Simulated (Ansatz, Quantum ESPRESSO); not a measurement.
# puckered PAs, 1 layer: the energy at a withheld member of a series

Method. Quantum ESPRESSO 7.5, PBE, GBRV ultrasoft. Cell and atoms are first relaxed; each strained cell is then held, the other axis too, and the atoms relax in it. A periodic run with 15 Å of vacuum in the starting cell gives the vacuum levels, and bands follow along a path. The series steps strain along the first axis. Energies count from the lowest.

```
strain along the first axis  energy (eV)
                       -4 %       0.0140
                       -3 %       0.0076
                       -2 %       0.0031
                       -1 %       0.0006
                        0 %       0.0000
                        1 %       0.0013
                        2 %       0.0044
                        3 %       0.0091
```

**Question.** What is the energy at 4 %?

By hand: The rows at 2 % and 3 % give a slope of (0.0091 − (0.0044))/(3 − (2)) = 0.0047, so a straight line gives 0.0138 eV. A parabola through these and the row at 1 % gives 0.0154 eV.

**Check.** 0.0156 eV. The line misses by −0.0018 and the parabola by −0.0002 eV. The parabola does better.

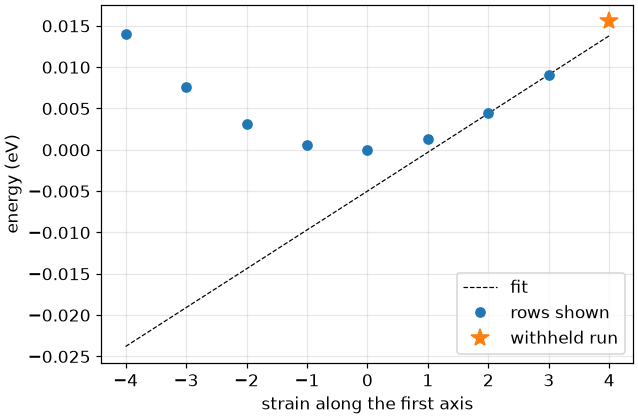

The rows shown, the fit and the withheld run.

Caveats: Semilocal gaps are too small; the 1×1 cell can't ripple over many cells under compression as a free sheet would. No spin-orbit coupling.

[Logs are printed without paths, hosts, clocks, repeated set-up lines and the standing remarks that a program may print on its own settings, such as how far it seeks lower states.]
